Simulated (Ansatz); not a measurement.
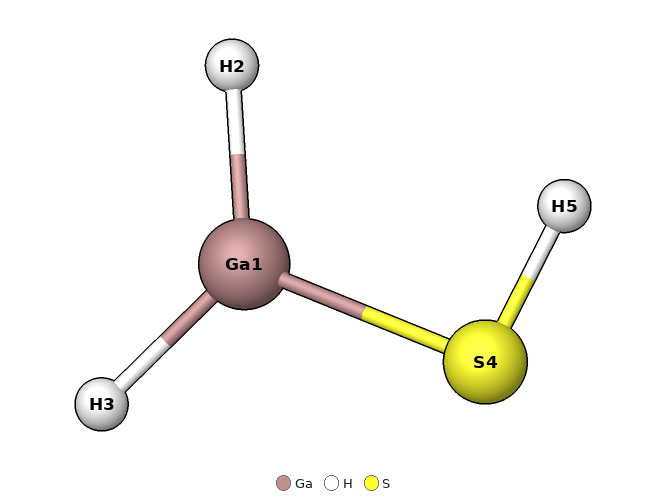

Sticks follow a distance rule. Harmonic vibrations computed with RKS PBE0-D4/def2-TZVP (Ansatz 0.2.0) at a stationary point of the same level.

How many imaginary frequencies does it have?

Answer. A minimum: no imaginary frequency, and the lowest mode lies at 400 cm⁻¹.

List the wavenumbers.

Answer. 9 modes: 400, 410, 429, 595, 710, 737, 2000, 2015, 2718 cm⁻¹.
